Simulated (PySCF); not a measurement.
Consider BH₇O₅Si₂···C₂F₄ (SMILES O[SiH2]O[SiH2]OB(O)O.FC(F)=C(F)F).

```xyz
21

O    -0.8632    1.1136   -2.7274
Si   -0.1667    2.1477   -1.7210
O     0.4880    1.4147   -0.3876
Si    1.1400    0.7253    0.9666
O     0.4540   -0.6894    1.3470
B    -0.3147   -1.8586    1.4440
O    -1.3520   -2.0387    0.5868
O    -0.0289   -2.7953    2.3787
H    -1.2637    0.5314   -3.3560
H    -1.1911    3.0383   -1.2348
H     0.9223    2.7779   -2.4250
H     0.8833    1.6282    2.0625
H     2.5288    0.4619    0.6796
H    -1.4568   -1.3091   -0.0283
H     0.7294   -2.5925    2.9308
F     3.4671    1.5398    3.9654
C     2.7700    0.4376    4.1389
F     1.7216    0.6000    4.9171
C     3.1060   -0.7267    3.6088
F     2.4087   -1.8332    3.8053
F     4.1647   -0.9117    2.8512
```

Geometry: GFN1-xTB.

Theory: PBE0-D3(BJ)/def2-SVP, SCF density, gas phase (PySCF).

### What can the converged electron density and electron localisation function tell about the bonding?

F20···H15 (2.04 Å): the density falls to about 0.1 e/Å³ on the way; the ELF dips to about 0.05 between them: by its geometry a hydrogen bond between the two molecules, with no shared pair.
C–F (1.32 Å): the density is about 2.4 e/Å³ at the midpoint; the ELF peaks at about 0.85 between the atoms, as expected for a polar covalent bond.
B–O (1.35 Å): ρ is about 2.2 e/Å³ halfway; the ELF peaks at about 0.90 between the atoms: a polar covalent bond.
Si–O (1.62 Å): the density is about 1.1 e/Å³ at the midpoint; the ELF peaks at about 0.85 between the atoms: a polar covalent bond.

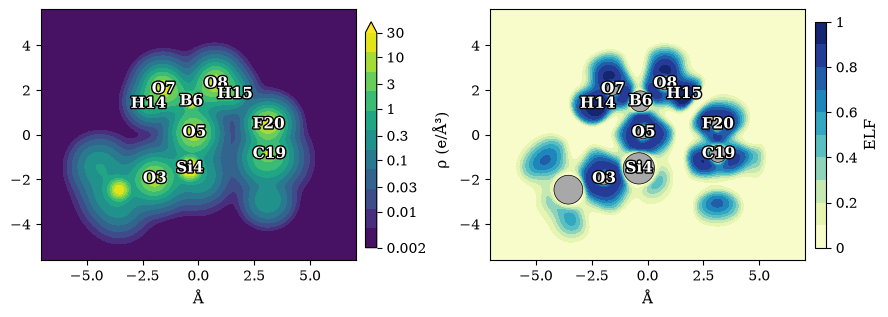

Computed electron density and electron localisation function on the plane of atoms O5, B6 and O8, in this order. Grey discs cover the atomic cores in the ELF map. 
